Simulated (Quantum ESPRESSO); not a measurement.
# Core-hole calculation of the Zn K edge in ZnCu (Pm-3m), part 2 of 4

What does one-electron theory with a core hole give for the Zn K edge of ZnCu (Pm-3m)?

Quantum ESPRESSO 7.5; X-ray absorption near-edge structure, plane-wave PAW PBE, one-electron final states by a Lanczos continued fraction.

So far. Step 2 (Ground state of the crystal): The mesh shows no gap, so the system is treated as a metal and the core electron is put at the Fermi level (neutral cell). Step 3 (Spectrum without a core hole, Zn atom 1): Main maxima below 30 eV (height): 9.1 eV (1.14), 12.0 eV (1.20), 15.5 eV (1.45) and 25.0 eV (1.18). A K edge sees empty p states on the absorber.

### 5. The atom with a core hole

Level of this step: all-electron atom with a core hole and its PAW potential, PBE, scalar-relativistic (Quantum ESPRESSO).

The frozen core must hold the hole, so the absorber gets a data set of its own.

Input file Zn.pbe-dn-kjpaw-1sch.ld1.in:

```
&input
   title='Zn', zed=30., rel=1, iswitch=3, dft='PBE',
   config='1s1 2s2 2p6 3s2 3p6 4s2 4p1 3d10'
/
&inputp
   file_pseudopw='Zn.pbe-dn-kjpaw-1sch.UPF', author='',
   lpaw=.true.,
   pseudotype=3,
   lloc=-1,
   rcloc=1.9,
   which_augfun='PSQ',
   rmatch_augfun_nc=.true.,
   nlcc=.true.,
   new_core_ps=.true.,
   rcore=1.0,
   tm=.true.,
   zval=13,
   lgipaw_reconstruction=.true., use_paw_as_gipaw=.true.
/
6
4S  1  0  2.00  0.00  1.08  2.20  0.0
4S  1  0  0.00  6.10  1.08  2.20  0.0
4P  2  1  1.00  0.00  1.08  2.20  0.0
4P  2  1  0.00  6.30  1.08  2.20  0.0
3D  3  2  10.00  0.00  1.08  1.70  0.0
3D  3  2  0.00  -0.80  1.08  1.70  0.0
```

Launch:

```console
$ ld1.x < Zn.pbe-dn-kjpaw-1sch.ld1.in > Zn.pbe-dn-kjpaw-1sch.ld1.out
```

The log of the run:

```text
     [... banner and references ...]
PAW data will be used for GIPAW calculation
     --------------------------- All-electron run ----------------------------

     Zn
     scalar relativistic calculation

     atomic number is 30.00
     dft =PBE   lsd =0 sic =0 latt =0  beta=0.20 tr2=1.0E-14
     Exchange-correlation= PBE
                           (   1   4   3   4   0   0   0)
     mesh =1201 r(mesh) =  99.36527 a.u. xmin = -7.00 dx = 0.01250
     1 Ry =  13.60569312 eV, c = 137.03599908

     n l     nl                  e(Ry)          e(Ha)          e(eV)
     1 0     1S 1( 1.00)      -725.9322      -362.9661     -9876.8112
     2 0     2S 1( 2.00)       -90.7856       -45.3928     -1235.2011
     2 1     2P 1( 6.00)       -80.5606       -40.2803     -1096.0828
[...]
3 2     3D 1(10.00)        -1.4367        -0.7184       -19.5474

     final scf error:  3.3E-15 reached in  24 iterations

     Etot =   -2879.255214 Ry,   -1439.627607 Ha,  -39174.262869 eV

     Ekin =    2917.422695 Ry,    1458.711348 Ha,   39693.557899 eV
     Encl =   -7116.929438 Ry,   -3558.464719 Ha,  -96830.757914 eV
     Eh   =    1445.886972 Ry,     722.943486 Ha,   19672.294438 eV
     Exc  =    -125.635444 Ry,     -62.817722 Ha,   -1709.357292 eV

     normalization and overlap integrals

     s(1S/1S) =  1.000000  <r> =   0.0498  <r2> =    0.0033  r(max) =   0.0325
     s(1S/2S) = -0.004489
     s(1S/3S) = -0.001676
     s(1S/4S) = -0.000436
     s(2S/2S) =  1.000000  <r> =   0.2207  <r2> =    0.0575  r(max) =   0.1848
[...]
s(2P/2P) =  1.000000  <r> =   0.1913  <r2> =    0.0448  r(max) =   0.1475
     s(2P/3P) = -0.000806
     s(2P/4P) = -0.000140
     s(3S/3S) =  1.000000  <r> =   0.6600  <r2> =    0.5030  r(max) =   0.5691
[...]
Encl =   -7116.929438 Ry,   -3558.464719 Ha,  -96830.757914 eV
     Eh   =    1445.886972 Ry,     722.943486 Ha,   19672.294438 eV
     Exc  =    -125.635444 Ry,     -62.817722 Ha,   -1709.357292 eV

     normalization and overlap integrals

[...]
s(2S/4S) = -0.000253
     s(2P/2P) =  1.000000  <r> =   0.1913  <r2> =    0.0448  r(max) =   0.1475
     s(2P/3P) = -0.000806
     s(2P/4P) = -0.000140
     s(3S/3S) =  1.000000  <r> =   0.6600  <r2> =    0.5030  r(max) =   0.5691
     s(3S/4S) = -0.000149
     s(3P/3P) =  1.000000  <r> =   0.6807  <r2> =    0.5466  r(max) =   0.5691
     s(3P/4P) = -0.000088
     s(4S/4S) =  1.000000  <r> =   2.3737  <r2> =    6.5601  r(max) =   1.9132
     s(4P/4P) =  1.000000  <r> =   3.4137  <r2> =   14.1146  r(max) =   2.5505
     s(3D/3D) =  1.000000  <r> =   0.8069  <r2> =    0.8543  r(max) =   0.5346

     ------------------------ End of All-electron run ------------------------

     ---------------------- Testing the pseudopotential ----------------------

     Zn
     scalar relativistic calculation

     atomic number is 30.00   valence charge is 13.00
     dft = SLA  PW   PBX  PBC   lsd =0 sic =0 latt =0  beta=0.20 tr2=1.0E-14
     mesh =1201 r(mesh) =  99.36527 xmin = -7.00 dx = 0.01250

     n l     nl             e AE (Ry)        e PS (Ry)    De AE-PS (Ry)
     1 0     4S   1( 2.00)       -0.64329       -0.64329        0.00000
     2 1     4P   1( 1.00)       -0.19259       -0.19259        0.00000
     3 2     3D   1(10.00)       -1.43671       -1.43671        0.00000

     eps = 1.6E-18  iter =  4

     Etot =   -2879.255214 Ry,   -1439.627607 Ha,  -39174.262869 eV
     Etotps =  -252.820603 Ry,    -126.410302 Ha,   -3439.799540 eV

     Ekin =     270.130774 Ry,     135.065387 Ha,    3675.316414 eV
     Encl =    -543.072709 Ry,    -271.536354 Ha,   -7388.880621 eV
     Ehrt =     145.756771 Ry,      72.878385 Ha,    1983.121891 eV
     Ecxc =    -125.635439 Ry,     -62.817719 Ha,   -1709.357225 eV
     (Ecc =     -19.782576 Ry,      -9.891288 Ha,    -269.155657 eV)

     ---------------------- End of pseudopotential test ----------------------
```

Elapsed: 0.98 s, on 1 MPI rank of Intel Xeon Platinum 8259CL at 2.50GHz (Skylake/Cascade Lake), shared host; peak memory 0.13 GiB.

Removing the core electron and adding it to the valence shell costs the free atom 9695.0 eV.

### 6. Supercell with XCH, Zn atom 1

The holes are 5.9 Å apart. The excited electron is kept in the cell, where it fills the lowest empty states and screens the hole.

Input file scf.in:

```
&control
   calculation='scf', prefix='x', pseudo_dir='../pp', outdir='tmp', tprnfor=.true.
/
&system
   ibrav=0, nat=16, ntyp=3, nbnd=115
   ecutwfc=62, ecutrho=400
   occupations='smearing', smearing='mv', degauss=0.015
/
&electrons
   conv_thr=1.6e-07, electron_maxstep=120
   mixing_beta=0.5
/
ATOMIC_SPECIES
Zn0 1.0 Zn.pbe-dn-kjpaw-1sch.UPF
Zn 1.0 Zn.pbe-dn-kjpaw.UPF
Cu 1.0 Cu.pbe-dn-kjpaw.UPF
CELL_PARAMETERS angstrom
  5.89000000 0.00000000 0.00000000
  0.00000000 5.89000000 0.00000000
  0.00000000 0.00000000 5.89000000
ATOMIC_POSITIONS crystal
Zn0  0.25000000 0.25000000 0.25000000
Zn   0.25000000 0.25000000 0.75000000
Zn   0.25000000 0.75000000 0.25000000
Zn   0.75000000 0.25000000 0.25000000
Zn   0.25000000 0.75000000 0.75000000
Zn   0.75000000 0.25000000 0.75000000
Zn   0.75000000 0.75000000 0.25000000
Zn   0.75000000 0.75000000 0.75000000
Cu   0.00000000 0.00000000 0.00000000
Cu   0.00000000 0.00000000 0.50000000
Cu   0.00000000 0.50000000 0.00000000
Cu   0.50000000 0.00000000 0.00000000
Cu   0.00000000 0.50000000 0.50000000
Cu   0.50000000 0.00000000 0.50000000
Cu   0.50000000 0.50000000 0.00000000
Cu   0.50000000 0.50000000 0.50000000
K_POINTS automatic
5 5 5 0 0 0
```

Launch:

```console
$ OMP_NUM_THREADS=1 mpirun --oversubscribe --bind-to none -np 4 pw.x -nk 4 -in scf.in > scf.out
```

The log of the run:

```text
     [... banner and references ...]
[banner, memory and clock lines left out]
using ibrav=0 with symmetry is DISCOURAGED, use correct ibrav instead

     G-vector sticks info

     bravais-lattice index     =            0
     lattice parameter (alat)  =      11.1305  a.u.
     unit-cell volume          =    1378.9308 (a.u.)^3
     number of atoms/cell      =           16
     number of atomic types    =            3
     number of electrons       =       185.00
     number of Kohn-Sham states=          115
     kinetic-energy cutoff     =      62.0000  Ry
     charge density cutoff     =     400.0000  Ry
     scf convergence threshold =      1.6E-07
     mixing beta               =       0.5000
     number of iterations used =            8  plain     mixing
     Exchange-correlation= SLA  PW   PBX  PBC
                           (   1   4   3   4   0   0   0)

     celldm(1)=  11.130487  celldm(2)=   0.000000  celldm(3)=   0.000000
     celldm(4)=   0.000000  celldm(5)=   0.000000  celldm(6)=   0.000000

     crystal axes: (cart. coord. in units of alat)
               a(1) = (   1.000000   0.000000   0.000000 )
               a(2) = (   0.000000   1.000000   0.000000 )
               a(3) = (   0.000000   0.000000   1.000000 )

     reciprocal axes: (cart. coord. in units 2 pi/alat)
               b(1) = (  1.000000  0.000000  0.000000 )
               b(2) = (  0.000000  1.000000  0.000000 )
               b(3) = (  0.000000  0.000000  1.000000 )

     PseudoPot. #1 for Zn:     Pseudo is Projector augmented-wave + core cor, Zval = 13.0

     PseudoPot. #2 for Zn:     Pseudo is Projector augmented-wave + core cor, Zval = 12.0

[...]
iteration # 11     ecut=    62.00 Ry     beta= 0.50
     Davidson diagonalization with overlap
     ethr =  1.24E-10,  avg # of iterations =  2.0

     End of self-consistent calculation

          k = 0.0000 0.0000 0.0000 ( 11363 PWs)   bands (ev):

    -2.5636  -2.5636  -2.5636  -2.5371  -2.5371   2.1518   4.6300   4.8719
     4.8719   4.8719   4.9983   4.9983   5.0503   5.0503   5.1141   5.1922
     5.1922   5.1922   5.2194   5.2194   5.2446   5.4335   5.4335   5.4335
[...]
14.7055  14.7055  14.7055  16.3362  16.9320  16.9320  16.9320  17.0596
    17.0596  17.0596  18.7680  18.7680  18.7680  18.8195  23.7330  23.7330
    23.7897  23.7897  23.7897

     [... bands of 9 further k-points ...]

     the Fermi energy is    12.8901 ev

!    total energy              =   -3663.97738123 Ry
     total all-electron energy =    -54504.229266 Ry
     estimated scf accuracy    <          2.8E-09 Ry
     smearing contrib. (-TS)   =      -0.00140938 Ry
     internal energy E=F+TS    =   -3663.97597186 Ry

     The total energy is F=E-TS. E is the sum of the following terms:
     one-electron contribution =    -668.37598865 Ry
     hartree contribution      =     605.74765745 Ry
     xc contribution           =    -737.45272080 Ry
     ewald contribution        =   -1400.82206520 Ry
     one-center paw contrib.   =   -1463.07285465 Ry

     convergence has been achieved in  11 iterations

     Forces acting on atoms (cartesian axes, Ry/au):

     atom    1 type  1   force =     0.00000000    0.00000000    0.00000000
     atom    2 type  2   force =     0.00000000    0.00000000    0.00000000
     atom    3 type  2   force =     0.00000000    0.00000000    0.00000000
[...]
atom   15 type  3   force =     0.00088134    0.00088134   -0.00088134
     atom   16 type  3   force =     0.00088134    0.00088134    0.00088134

     Total force =     0.004318     Total SCF correction =     0.000055

     XML data file, charge density, pseudopotentials, collected wavefunctions
```

Run time: 2.5 min. Hardware: 4 MPI ranks; peak memory 0.44 GiB; 9.9 min of CPU time.

Energy with the hole: -741567.817 eV, cores included.

### 7. Spectrum with XCH, Zn atom 1

The Lanczos recursion gives the spectrum without computing empty bands; each polarisation needs a run of its own on the full k mesh. xe0 is set between filled and empty states, and states below it are cut, here at the Fermi level, which holds the excited electron. The file of filecore holds the core orbital, taken from the hole-free data set.

Input file xspectra.in:

```
&input_xspectra
   calculation='xanes_dipole', edge='K'
   prefix='x', outdir='tmp', xiabs=1, xe0=12.8901
   xonly_plot=.false., x_save_file='xanes.sav'
   xniter=3000, xcheck_conv=20, xerror=0.005
   xcoordcrys=.false., xepsilon(1)=1, xepsilon(2)=0, xepsilon(3)=0
/
&plot
   xnepoint=413, xemin=-10, xemax=45, terminator=.true., cut_occ_states=.true.
   xgamma=0.4
/
&pseudos
   filecore='../Zn.wfc'
/
&cut_occ
   cut_desmooth=0.1, cut_stepl=0.05, cut_stepu=0.05, cut_ierror=1e-5
/
4 4 4 0 0 0
```

Launch:

```console
$ OMP_NUM_THREADS=1 mpirun --oversubscribe --bind-to none -np 4 xspectra.x -nk 4 -in xspectra.in > xspectra.out
```

The log of the run:

```text
     [... banner and references ...]
Reading input_file

     calculation: xanes_dipole

     xepsilon  [cartesian coordinates]:   1.000000   0.000000   0.000000

     xonly_plot: FALSE
        => complete calculation: Lanczos + spectrum plot

     filecore (core-wavefunction file): ../Zn.wfc

     main plot parameters:
        cut_occ_states: TRUE
        gamma_mode:  constant
        -> using xgamma [eV]:  0.40
        xemin [eV]: -10.00
        xemax [eV]:  45.00
        xnepoint:  413
        xe0 [eV]:  12.890100 (energy zero read in input file)

     WARNING: variable ef_r is obsolete

                      Reading SCF save directory: x.save

     tmp/x.save/

     Exchange-correlation= PBE
                           (   1   4   3   4   0   0   0)

     G-vector sticks info

                           Getting the Fermi energy

     From SCF save directory:
        ehomo [eV]:   13.1949 (highest occupied level)
        elumo [eV]:   13.3007 (lowest occupied level)
        ef    [eV]:   13.1949

     -> ef (in eV) will be written in x_save_file

                           Energy zero of the spectrum

     -> ef will NOT be used as energy zero of the spectrum
       (because xe0 read in input file)

     G-vector sticks info

     bravais-lattice index     =            0
     lattice parameter (alat)  =      11.1305  a.u.
     unit-cell volume          =    1378.9308 (a.u.)^3
     number of atoms/cell      =           16
     number of atomic types    =            3
     number of electrons       =       185.00
     number of Kohn-Sham states=          115
     kinetic-energy cutoff     =      62.0000  Ry
     charge density cutoff     =     400.0000  Ry
     Exchange-correlation= PBE
                           (   1   4   3   4   0   0   0)

     celldm(1)=  11.130487  celldm(2)=   0.000000  celldm(3)=   0.000000
     celldm(4)=   0.000000  celldm(5)=   0.000000  celldm(6)=   0.000000

     crystal axes: (cart. coord. in units of alat)
               a(1) = (   1.000000   0.000000   0.000000 )
               a(2) = (   0.000000   1.000000   0.000000 )
               a(3) = (   0.000000   0.000000   1.000000 )

     reciprocal axes: (cart. coord. in units 2 pi/alat)
               b(1) = (  1.000000  0.000000  0.000000 )
               b(2) = (  0.000000  1.000000  0.000000 )
               b(3) = (  0.000000  0.000000  1.000000 )

     PseudoPot. #1 for Zn:     Pseudo is Projector augmented-wave + core cor, Zval = 13.0

     PseudoPot. #2 for Zn:     Pseudo is Projector augmented-wave + core cor, Zval = 12.0

     PseudoPot. #3 for Cu:     Pseudo is Projector augmented-wave + core cor, Zval = 11.0

     atomic species   valence    mass     pseudopotential
     Zn0              13.00     1.00000     Zn( 1.00)
     Zn               12.00     1.00000     Zn( 1.00)
     Cu               11.00     1.00000     Cu( 1.00)

     48 Sym. Ops., with inversion, found

   Cartesian axes

     site n.     atom                  positions (alat units)
         1        Zn0    tau(   1) = (   0.2500000   0.2500000   0.2500000  )
         2        Zn     tau(   2) = (   0.2500000   0.2500000   0.7500000  )
         3        Zn     tau(   3) = (   0.2500000   0.7500000   0.2500000  )
         4        Zn     tau(   4) = (   0.7500000   0.2500000   0.2500000  )
         5        Zn     tau(   5) = (   0.2500000   0.7500000   0.7500000  )
         6        Zn     tau(   6) = (   0.7500000   0.2500000   0.7500000  )
         7        Zn     tau(   7) = (   0.7500000   0.7500000   0.2500000  )
         8        Zn     tau(   8) = (   0.7500000   0.7500000   0.7500000  )
         9        Cu     tau(   9) = (   0.0000000   0.0000000   0.0000000  )
        10        Cu     tau(  10) = (   0.0000000   0.0000000   0.5000000  )
        11        Cu     tau(  11) = (   0.0000000   0.5000000   0.0000000  )
        12        Cu     tau(  12) = (   0.5000000   0.0000000   0.0000000  )
        13        Cu     tau(  13) = (   0.0000000   0.5000000   0.5000000  )
[...]
k(    4) = (   0.0000000   0.0000000   0.7500000), wk =   0.0312500
        k(    5) = (   0.0000000   0.2500000   0.0000000), wk =   0.0312500
[...]
k(   62) = (   0.7500000   0.7500000   0.2500000), wk =   0.0312500
        k(   63) = (   0.7500000   0.7500000   0.5000000), wk =   0.0312500
        k(   64) = (   0.7500000   0.7500000   0.7500000), wk =   0.0312500

     Dense  grid:   186311 G-vectors     FFT dimensions: (  72,  72,  72)

     Smooth grid:    91047 G-vectors     FFT dimensions: (  60,  60,  60)

     The potential is recalculated from file :
     tmp/x.save/charge-density

     Starting wfcs are  144 atomic wfcs
     Checking if some PAW data can be deallocated...

               Reading core wavefunction file for the absorbing atom

     ../Zn.wfc successfully read

                              Attributing the PAW radii
                     for the absorbing atom [units: Bohr radius]

        PAW proj 1: r_paw(l= 0)= 3.30  (1.5*r_cut)
        PAW proj 2: r_paw(l= 0)= 3.30  (1.5*r_cut)
        PAW proj 3: r_paw(l= 1)= 3.30  (1.5*r_cut)
        PAW proj 4: r_paw(l= 1)= 3.30  (1.5*r_cut)
        PAW proj 5: r_paw(l= 2)= 2.55  (1.5*r_cut)
        PAW proj 6: r_paw(l= 2)= 2.55  (1.5*r_cut)

        NB: The calculation will not necessary use all these r_paw values.
            - For a edge in the electric-dipole approximation,
              only the r_paw(l=1) values are used.
            - For a K edge in the electric-quadrupole approximation,
              only the r_paw(l=2) values are used.

            - For a L2 or L3 edge in the electric-quadrupole approximation,

              all projectors (s, p and d) are used.

                          Starting XANES calculation
                     in the electric dipole approximation

     Method of calculation based on the Lanczos recursion algorithm
        - STEP 1: Construction of a kpoint-dependent Lanczos basis,
          in which the Hamiltonian is tridiagonal (each 'iter'
          corresponds to the calculation of one more Lanczos vector)
        - STEP 2: Calculation of the cross-section as a continued fraction
          averaged over the k-points.

     ... Begin STEP 1 ...

        Radial transition matrix element(s) used in the calculation of the
        initial vector of the Lanczos basis (|tilde{phi}_abs> normalized)
        | For PAW proj. (l=1) #1: radial matrix element =   0.003291595
        | For PAW proj. (l=1) #2: radial matrix element =   0.006463622

NB: the    16 k-point are not all listed below because npool=  4
        |-------------------------------------------------------------
        ! k-point #     1:  ( 0.0000,  0.0000,  0.0000),  0.0312,   1
        |-------------------------------------------------------------
 okvan= T
        |   Norm of the initial Lanczos vector: 0.48234661E-02
        |   Estimated error at iter     20:   1.01197052
        |   Estimated error at iter     40:   0.47044724
        |   Estimated error at iter     60:   0.38322083
        |   Estimated error at iter     80:   0.39292383
        |   Estimated error at iter    100:   0.28090307
[...]
!   => CONVERGED at iter    180 with error=  0.00390886
        |-------------------------------------------------------------
        ! k-point #     2:  ( 0.0000,  0.0000,  0.2500),  0.0312,   1
        |-------------------------------------------------------------
 okvan= T
        |   Norm of the initial Lanczos vector: 0.48234627E-02
[...]
!   => CONVERGED at iter    400 with error=  0.00243005
        |-------------------------------------------------------------
     [... 13 further k-points ...]
        ! k-point #    16:  ( 0.0000,  0.7500,  0.7500),  0.0312,   1
        |-------------------------------------------------------------
 okvan= T
        |   Norm of the initial Lanczos vector: 0.48234534E-02
[...]
|   Estimated error at iter    240:   0.08486598
        |   Estimated error at iter    260:   0.03562670
        |   Estimated error at iter    280:   0.00927926
        !   => CONVERGED at iter    300 with error=  0.00392314

     Results of STEP 1 successfully written in x_save_file
     x_save_file name:
     ->  xanes.sav
     x_save_file version:  2

     ... End STEP 1 ...

     ... Begin STEP 2 ...

     The spectrum is calculated using the following parameters:
        xe0 [eV]:   12.8901
        the occupied states are elimintate from the spectrum
        xemin [eV]: -10.00
        xemax [eV]:  45.00
        xnepoint:  413
        constant broadening parameter [eV]:    0.400
        Core level energy [eV]:  -9659.
         (from electron binding energy of neutral atoms in X-ray data booklet)

     Cross-section successfully written in xanes.dat

     ... End STEP 2 ...

                                END JOB XSpectra
```

Run time: 3.6 min. Hardware: 4 MPI ranks; peak memory 0.25 GiB.

The Zn K spectrum, Zn atom 1, excited-electron core hole (neutral cell) (energy from the energy zero of the input (xe0, at the border of filled and empty states); intensity scaled to a mean of 1 over the first 20 eV; folded afterwards to Lorentzian half width 0.83 eV up to 4 eV, rising linearly to 1.75 eV at 25 eV; the points at xe0, where the cut of filled states can leave a spike, are interpolated):

```csv
E (eV),intensity
-2.0,0.10
-0.5,0.21
1.0,0.50
2.5,0.60
4.0,0.91
5.5,1.13
7.0,1.19
8.5,1.17
10.0,1.06
11.5,1.16
13.0,1.12
14.5,1.33
16.0,1.12
17.5,0.99
19.0,0.94
20.5,0.88
22.0,0.90
23.5,1.01
25.0,1.04
26.5,1.00
28.0,1.01
29.5,1.12
31.0,1.17
```

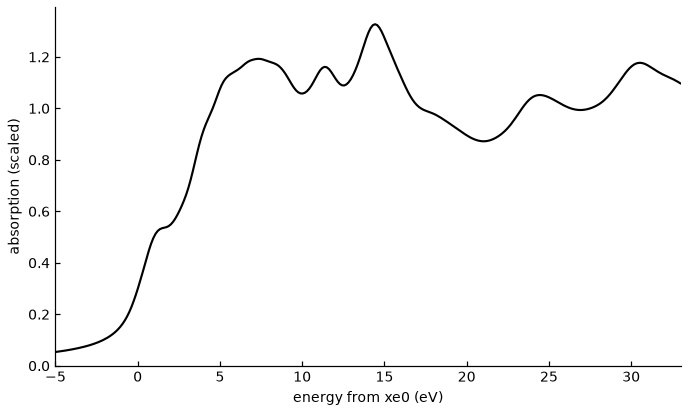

The Zn K edge, Zn atom 1, excited-electron core hole (neutral cell): main maxima at 7.4, 11.4 and 14.4 eV.

Main maxima below 30 eV (height): 7.4 eV (1.19), 11.4 eV (1.16), 14.4 eV (1.33) and 24.4 eV (1.05). 

The total-energy difference is 9696.10 eV. One term is added: -30.96 eV, since the hole is spin-paired here and a spin-polarised one costs that much less in the free atom (computed apart). The photon energy is then 9665.14 eV. The tabulated edge of the element is 9659 eV. The functional leaves an error of a few eV in such absolute values.

(Part 2 of 4 ends here.)

[Banner, clock and machine lines of the logs are left out without a mark of their own.]

[Logs are printed without paths, hosts, clocks, repeated set-up lines and the standing remarks that a program may print on its own settings, such as how far it seeks lower states.]

[Hosts, paths, dates, database ids (printed as entryN), source tags and the programs' standing remarks are cut or masked in the printed files.]

[Lists of maxima count a maximum above −3 eV only where it reaches 4 % of the highest in the window and stands out from its surroundings by 2 % of it (1.5 % where it reaches 55 %); shoulders and weaker maxima are passed over, and of the rest the first, up to two pre-edge ones and the few strongest are named.]
